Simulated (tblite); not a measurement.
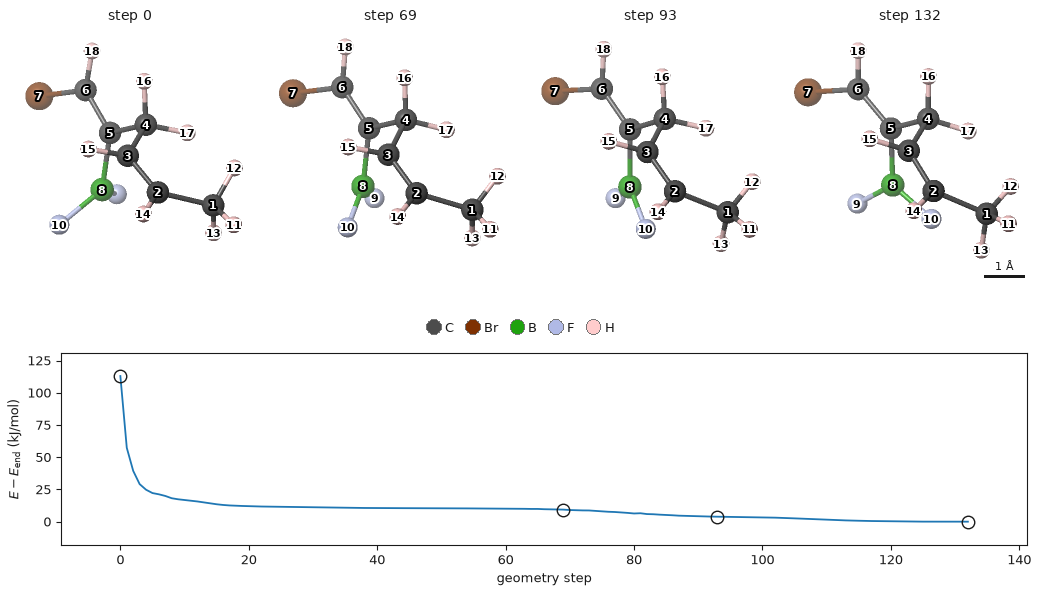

Frames of a relaxation of C$_{6}$H$_{8}$BBrF$_{2}$, marked on the history of the run. Style: ball-and-stick. Shown from a free direction.

Computed with tblite 0.8.0, GFN2-xTB geometry optimisation, gas phase. 

Q: What happens along the run?

A: The atom that moves furthest after the best rigid fit is F10 (2.33 Å). By element the largest moves are F 2.33 Å, H 0.62 Å, Br 0.36 Å, B 0.30 Å, C 0.27 Å. Among the contacts that change: Br7–B8 3.151 → 3.342 Å, B8–F10 1.452 → 1.320 Å, C4–H16 1.143 → 1.093 Å, C6–Br7 1.920 → 1.880 Å. Among the angles between lasting bonds that change: C5–B8–F9 115.6° → 124.9°, Br7–C6–H18 120.0° → 111.8°, C4–C3–H15 119.6° → 113.8°. Groups turn about C1–C2 by about 20°. After 132 geometry steps the energy has fallen by 113.0 kJ/mol. The run took 2.1 s on 1 thread of Arm Neoverse N1 (shared host). From step 0 to 69: F10 moves most (0.80 Å), energy −103.6 kJ/mol. From step 69 to 93: F10 moves most (0.97 Å), energy −5.49 kJ/mol. From step 93 to 132: F10 moves most (0.86 Å), energy −3.87 kJ/mol.

```csv
step,"E − E(0), kJ/mol"
0,0.00
1,-55.67
2,-73.55
3,-83.81
4,-88.18
5,-90.78
6,-91.75
7,-93.02
8,-94.79
9,-95.61
10,-96.18
16,-100.01
23,-101.29
29,-101.72
36,-102.28
42,-102.46
49,-102.55
55,-102.71
61,-102.89
68,-103.54
74,-104.65
81,-106.43
87,-108.32
93,-109.10
100,-109.62
106,-110.61
113,-111.99
119,-112.65
126,-112.95
132,-112.97
```
